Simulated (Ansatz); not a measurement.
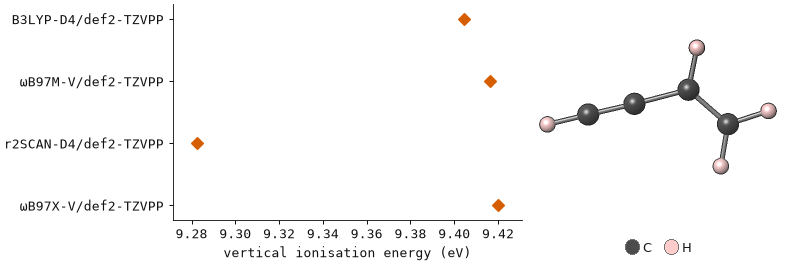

Vertical ionisation energy of C₄H₄, SMILES C#CC=C, taken as the energy of the cation less that of the neutral at fixed geometry (unrestricted doublet cation, cores frozen in correlated methods, no spin-orbit coupling), the Ansatz code 0.2.0, at a PBE0-D4/def2-TZVP geometry (a minimum by its frequencies).

Question: What range do the values span?

Answer: From 9.28 eV (r2SCAN-D4/def2-TZVPP) to 9.42 eV (ωB97X-V/def2-TZVPP).

Question: Give the values.

Answer:
```csv
level,eV
B3LYP-D4/def2-TZVPP,9.40
ωB97M-V/def2-TZVPP,9.42
r2SCAN-D4/def2-TZVPP,9.28
ωB97X-V/def2-TZVPP,9.42
```
